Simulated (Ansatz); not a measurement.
## Electronic structure of BrH3OSi···HF in real space

The calculation's input:

```
crystal:
  periodic: [false, false, false]
  atoms:
    - {symbol: Si, position_ang: [-1.014726, -0.074937, -0.394326]}
    - {symbol: F, position_ang: [2.183274, -0.192307, 0.822056]}
    - {symbol: H, position_ang: [-0.915690, -1.374492, -1.093481]}
    - {symbol: H, position_ang: [-2.343970, 0.548094, -0.522758]}
    - {symbol: O, position_ang: [-0.637611, -0.145631, 1.180899]}
    - {symbol: H, position_ang: [2.004141, 0.342943, 0.077300]}
    - {symbol: Br, position_ang: [0.449359, 1.257450, -1.479791]}
    - {symbol: H, position_ang: [0.275221, -0.361118, 1.410103]}
basis:
  gaussian: {orbitals: def2-TZVPP}
hamiltonian: {xc: pbe0, dispersion: d4}
output: {orbitals: {seedname: orbitals}}
```

Run with:

```sh
ansatz run in.yaml --threads 4 --pin off --events-out ev --progress --plain --max-ram 9574MiB
```

The product side of a reaction path; geometry: PBE0-D4/def2-TZVP.

Theory: Ansatz, RKS PBE0-D4/def2-TZVPP.

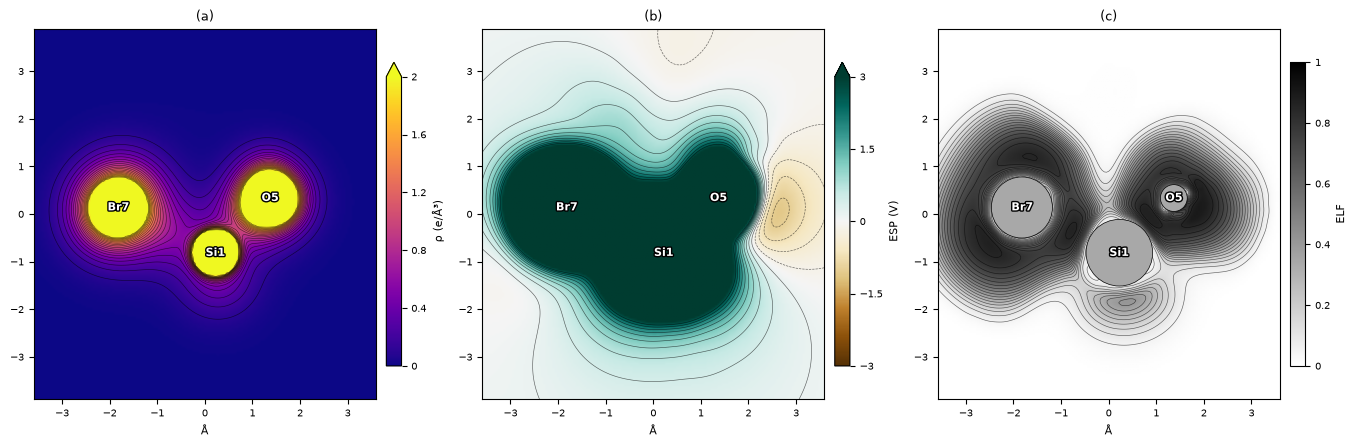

Figure 1. (a) electron density; (b) electrostatic potential; (c) electron localisation function on the plane of atoms O5, Si1 and Br7. Grey discs cover the atomic cores in the ELF map.

### Read the bonding off the picture.

The section cuts through Si, O and Br sites. Si–O (1.62 Å): the density is about 1.2 e/Å³ at the midpoint; the ELF peaks at about 0.85 between the atoms, as expected for a polar covalent bond. Si–Br (2.26 Å): ρ is about 0.74 e/Å³ halfway, with its minimum of 0.56 e/Å³ about 0.8 Å from Si; the ELF peaks at about 0.85 between the atoms (a polar covalent bond). The ELF also peaks beside Br7 and O5, away from the bonds: lone-pair regions. Outside the dense part of the complex the potential is most negative (−1.1 V) near O5.

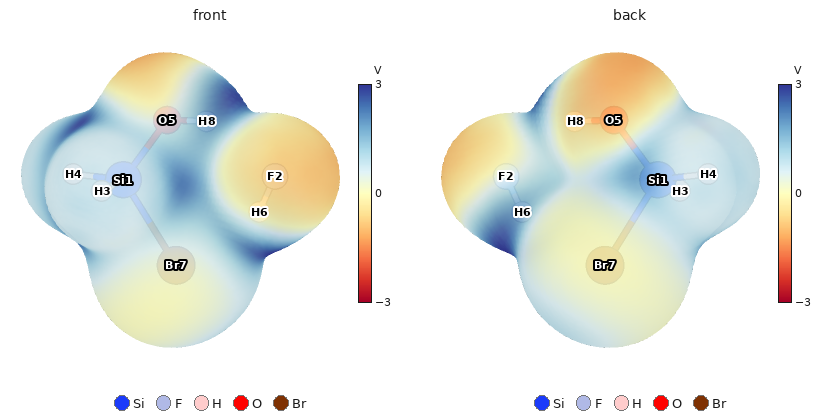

Figure 2. The electrostatic potential painted on the density surface at 0.004 e/bohr³, seen from the front and from behind; the colour scale runs from red (negative) to blue (positive).

### Where is the surface potential most negative and most positive?

The most negative region (about −1.2 V) lies over O5, the most positive (about +2.9 V) over Si1, H6 and H8. O5 is the likeliest acceptor of a hydrogen bond.

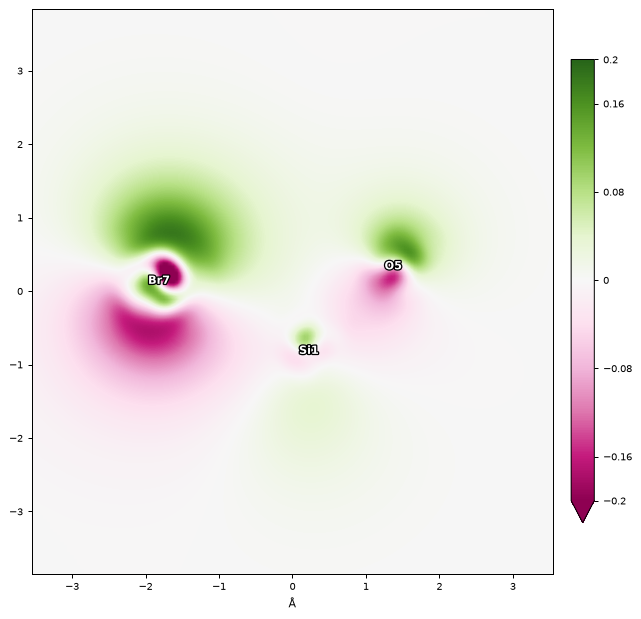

Figure 3. The HOMO on the plane of atoms O5, Si1 and Br7 (values in Å⁻³ᐟ²; the overall sign is arbitrary).

### Where does this orbital lie, and at what energy?

It lies mainly on Br7 (about 70 %), Si1 (about 10 %) and H3 (about 10 %); largely a lone pair of Br7. Its energy is −8.83 eV.
